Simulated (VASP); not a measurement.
```xyz
4
Lattice="2.1722 1.2541 7.0800 -2.1722 1.2541 7.0800 0.0000 -2.5083 7.0800" Properties=species:S:1:pos:R:3 pbc="T T T"
Al     0.0000     0.0000    21.2361
Ga     0.0000     0.0000    10.6197
Sb     0.0000     0.0000     2.6660
Sb     0.0000     0.0000    13.2684
```

Computed with PBEsol GGA, VASP's PBE PAW potentials (set 64) (plane waves; VASP 6.6.1). Settings: 400 eV cut-off, 7×7×7 Γ-centred mesh, tetrahedra with Blöchl corrections, potentials Al Ga_d Sb.

Unless said otherwise, spin-orbit coupling is left out, though it shifts the bands of the heavy elements here.

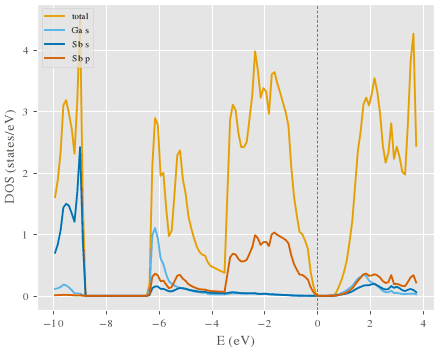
Figure. Total and projected density of states, zero at the valence-band maximum

Within 2 eV below the valence-band maximum the largest weight inside VASP's projection spheres is Sb p, then Ga p.

The gap is direct, 0.28 eV, from the valence maximum at Γ to the conduction minimum at Γ.

The structure comes from a computed database's AlGaSb2 entry (R3m); how it stands against other phases isn't given here. It was relaxed first.
